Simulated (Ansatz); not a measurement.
## GaAs (zinc blende), frozen-phonon scan

Relaxed GaAs (zinc blende):

```yaml
crystal:
  lattice:
    - [0.00000, 5.74558, 5.74558]
    - [2.87279, 2.87279, 5.74558]
    - [2.87279, 2.87279, 0.00000]
  atoms:
    - { symbol: As, position: [0.00000, 0.75000, 0.75000] }
    - { symbol: As, position: [0.50000, 0.75000, 0.75000] }
    - { symbol: Ga, position: [0.00000, 0.00000, 0.00000] }
    - { symbol: Ga, position: [0.50000, 0.00000, 0.00000] }
```

The atoms are displaced by Q × the pattern below (from a DFPT mode at X = (0.5, 0.5, 0.0), largest move 1; Q in Å), at fixed cell. (q is in reciprocal vectors of the primitive cell; the cell shown is doubled to hold the pattern.)

| atom | x | y | z |
|---|---|---|---|
| As1 | 0.000 | 0.000 | -1.000 |
| As2 | 0.000 | 0.000 | 1.000 |

Atoms not listed stay in place.

These are PBE (plane waves to 420 eV, PAW, scalar-relativistic; Ansatz, a first-principles code) values and carry that method's errors. k mesh 10×10×10 (Γ-centred), Fermi-Dirac smearing 0.05 eV. The energy includes the smearing's −TS. Stress and pressure are positive under compression. GaAs was relaxed with its symmetry unable to fall. ΔE is measured from the undisplaced structure.

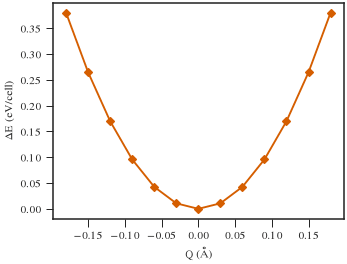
Figure: ΔE (eV/cell) against Q (Å); one marker a computed point.

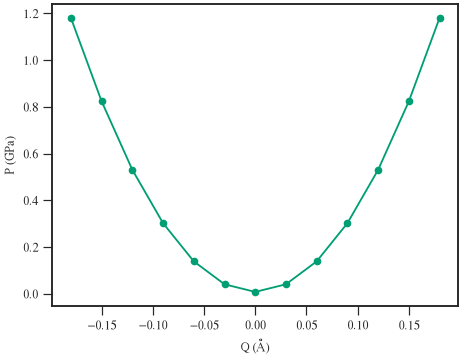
Fig. 1. P (GPa) against Q (Å); computed points joined by lines.

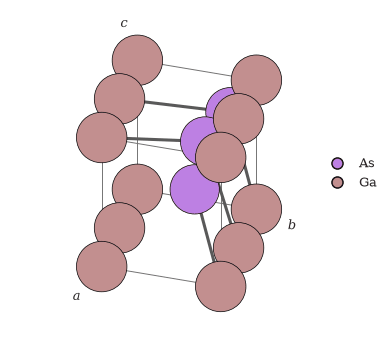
Figure: The cell of the calculation at Q = -0.180 Å.

The energy at Q = 0.180 Å is 380 meV/cell. Harmonic wavenumber from the curvature (finite differences): 207 cm⁻¹. Wavenumber by perturbation theory (DFPT, on another k mesh): 207 cm⁻¹. Shape of the curve: a single well with its minimum at or next to zero displacement. Space group of the distorted cell: P-4m2 (No. 115), lowered from F-43m.

E″ = 23.68 eV/Å², M = Σ mᵢ|uᵢ|² = 149.8 u, ν̃ = 521.5·√(|E″|/M).

(For displaced atoms, the force is minus the slope of the energy, and its curvature is a force constant, which sets phonon frequencies.)
